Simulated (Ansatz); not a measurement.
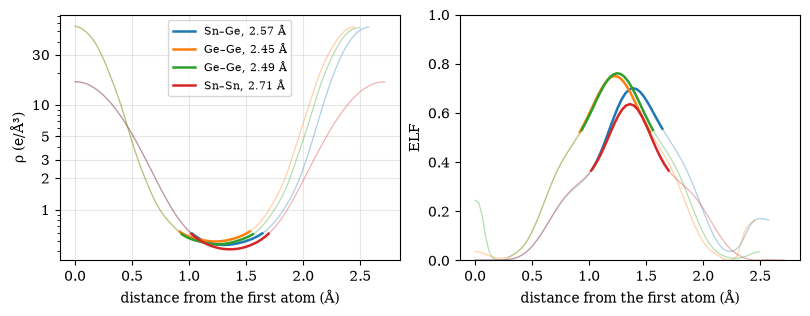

The picture shows: Sn₃Ge₁₃. Valence electron density and ELF along straight lines between neighbouring atoms. Thin, pale parts lie inside the atomic spheres.

Space group Cm; a generated structure, not necessarily the stable one.

The calculation used DFT PBEsol, scalar-relativistic, plane waves, PAW in Ansatz.

Core electrons are frozen (PAW), and the valence fields are smoothed inside the atomic spheres.

```yaml
crystal:
  lattice:
    - [5.84589, -5.84589, 11.71278]
    - [5.84831, 5.84831, 0.00000]
    - [-5.84954, 5.84954, 0.00365]
  atoms:
    - { symbol: Sn, position: [0.99985, 0.00000, 0.49951] }
    - { symbol: Sn, position: [0.49985, 0.50000, 0.49951] }
    - { symbol: Sn, position: [0.50430, 0.00000, 0.49513] }
    - { symbol: Sn, position: [0.00430, 0.50000, 0.49513] }
    - { symbol: Ge, position: [0.74570, 0.24098, 0.49529] }
    - { symbol: Ge, position: [0.24570, 0.74098, 0.49529] }
    - { symbol: Ge, position: [0.74570, 0.75902, 0.49529] }
    - { symbol: Ge, position: [0.24570, 0.25902, 0.49529] }
    - { symbol: Ge, position: [0.75046, 0.24945, 0.00027] }
    - { symbol: Ge, position: [0.25046, 0.74945, 0.00027] }
    - { symbol: Ge, position: [0.75046, 0.75055, 0.00027] }
    - { symbol: Ge, position: [0.25046, 0.25055, 0.00027] }
    - { symbol: Ge, position: [0.99910, 0.00000, 0.99960] }
    - { symbol: Ge, position: [0.49910, 0.50000, 0.99960] }
    - { symbol: Ge, position: [0.50406, 0.00000, 0.01266] }
    - { symbol: Ge, position: [0.00406, 0.50000, 0.01266] }
    - { symbol: Ge, position: [0.63463, 0.74969, 0.63505] }
    - { symbol: Ge, position: [0.13463, 0.24969, 0.63505] }
    - { symbol: Ge, position: [0.63463, 0.25031, 0.63505] }
    - { symbol: Ge, position: [0.13463, 0.75031, 0.63505] }
    - { symbol: Sn, position: [0.87063, 0.50000, 0.62952] }
    - { symbol: Sn, position: [0.37063, 0.00000, 0.62952] }
    - { symbol: Ge, position: [0.87061, 0.00000, 0.62958] }
    - { symbol: Ge, position: [0.37061, 0.50000, 0.62958] }
    - { symbol: Ge, position: [0.87065, 0.50000, 0.11153] }
    - { symbol: Ge, position: [0.37065, 0.00000, 0.11153] }
    - { symbol: Ge, position: [0.87083, 0.00000, 0.11205] }
    - { symbol: Ge, position: [0.37083, 0.50000, 0.11205] }
    - { symbol: Ge, position: [0.62420, 0.75047, 0.12460] }
    - { symbol: Ge, position: [0.12420, 0.25047, 0.12460] }
    - { symbol: Ge, position: [0.62420, 0.24953, 0.12460] }
    - { symbol: Ge, position: [0.12420, 0.74953, 0.12460] }
```

### What can be read from the curves?

Sn–Ge (2.57 Å): ρ is about 0.46 e/Å³ halfway; the ELF peaks at about 0.70 between the atoms.
Ge–Ge (2.45 Å): the density is about 0.5 e/Å³ at the midpoint; the ELF peaks at about 0.75 between the atoms.
Ge–Ge (2.49 Å): the density is about 0.47 e/Å³ at the midpoint; the ELF peaks at about 0.75 between the atoms.
Sn–Sn (2.71 Å): ρ at the midpoint is about 0.42 e/Å³; the ELF peaks at about 0.65 between the atoms.
